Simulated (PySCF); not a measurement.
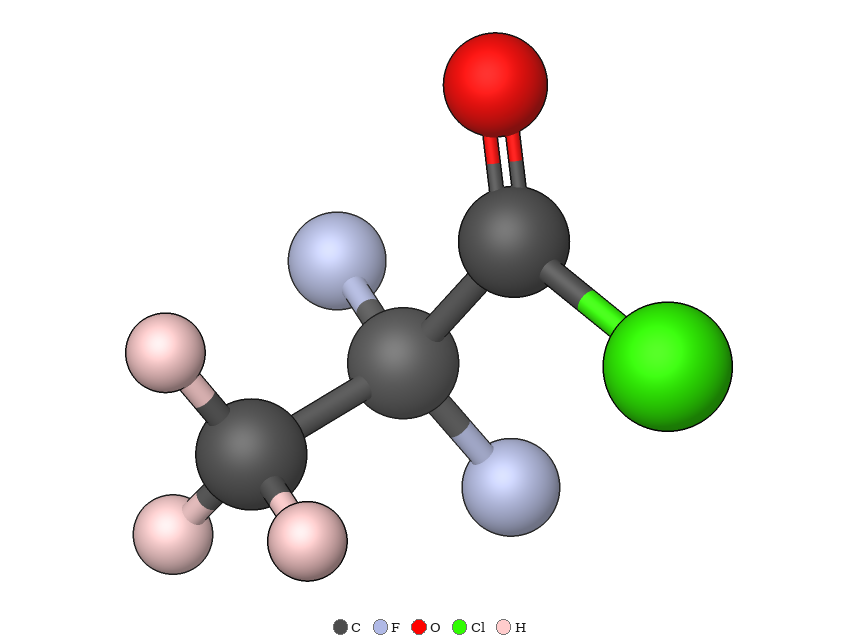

Multiple sticks mark multiple bonds (one Kekulé form).

The geometry was computed by an optimisation with GFN2-xTB. No frequency run is at hand to confirm it as a minimum.

Question: Count the atoms of each element.

Answer: C₃H₃ClF₂O, 10 atoms: 3 carbon, 3 hydrogen, 1 chlorine, 2 fluorine and 1 oxygen.

Question: How many bonds of each kind are drawn?

Answer: 3 C–H, 2 C–C, 2 C–F, 1 C–O, 1 C–Cl.

Question: How many sets of symmetry-equivalent atoms are there?

Answer: 10: 1 C, 1 C, 1 F, 1 F, 1 C, 1 O, 1 Cl, 1 H, 1 H, 1 H.

More results for the same structure follow; atom numbers are the same in all pictures, views and colours differ.

Electronic properties

No frequency run is at hand to confirm it as a minimum. Level of theory: PBE0/def2-SVPD, gas phase (PySCF 2.14.0). Excitations: vertical, linear response.

Question: Give the LUMO energy (Kohn–Sham orbital) at this level.

Answer: −2.01 eV.

Question: What is the mean static polarisability?

Answer: 55.1 bohr³.

Question: Give the lowest vertical singlet excitation at this level.

Answer: 4.90 eV.

Question: Estimate the dipole moment.

Answer: 2.62 D.

NMR shielding

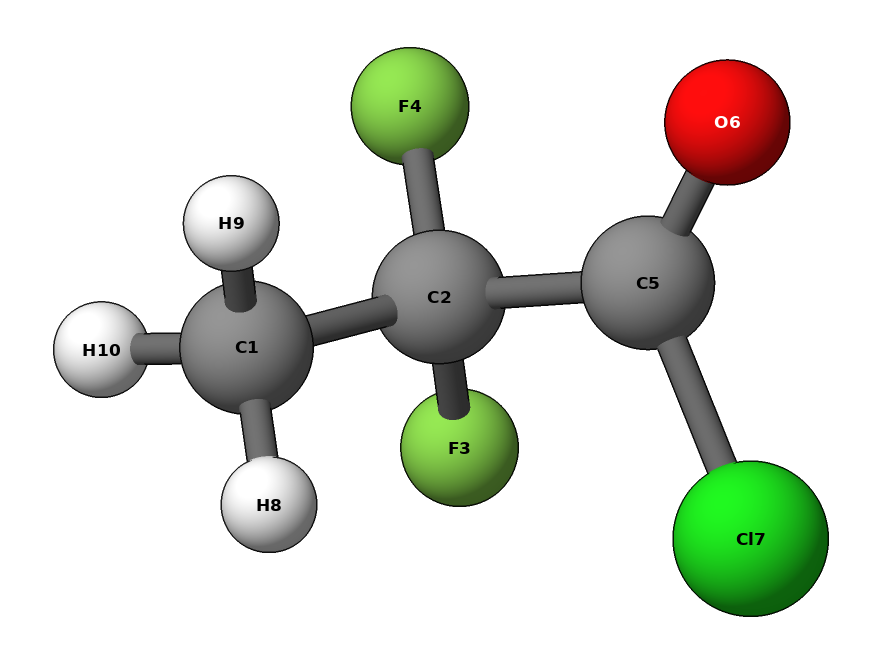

No frequency run is at hand to confirm it as a minimum. Level of theory: GIAO PBE0/pcSseg-1 NMR shielding, non-relativistic, gas phase (PySCF 2.14.0). Principal shieldings σ11 ≤ σ22 ≤ σ33, span Ω = σ33 − σ11, skew κ = 3(σiso − σ22)/Ω.

Give the shielding tensors of the O atoms.

```json
{"atom": "O6", "σ11": "−695.0", "σ22": "−393.4", "σ33": "286.7", "σiso": "−267.2", "Ω": "981.7", "κ": "0.39"}
```

Shieldings and span in ppm.

Bond orders

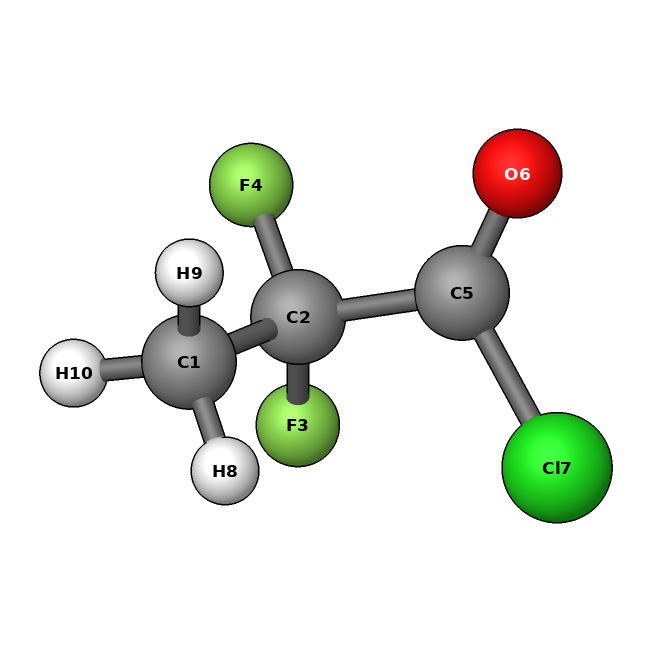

Every bond is drawn as one stick. No frequency run is at hand to confirm it as a minimum. Method: PBE0/pcSseg-1 (PySCF 2.14.0).

Question: Which bond has the lowest Mayer bond order?

Answer: C2–C5, 0.84, at 1.537 Å.

List the Mayer bond orders of C1–C2, C1–H8, C1–H9, C1–H10, C2–F3, C2–F4, C2–C5, C5–O6, C5–Cl7.

| bond | Mayer order | length (Å) |
| --- | --- | --- |
| C1–C2 | 1.01 | 1.520 |
| C1–H8 | 0.95 | 1.086 |
| C1–H9 | 0.95 | 1.087 |
| C1–H10 | 0.95 | 1.088 |
| C2–F3 | 0.97 | 1.358 |
| C2–F4 | 0.97 | 1.357 |
| C2–C5 | 0.84 | 1.537 |
| C5–O6 | 2.10 | 1.182 |
| C5–Cl7 | 0.99 | 1.744 |
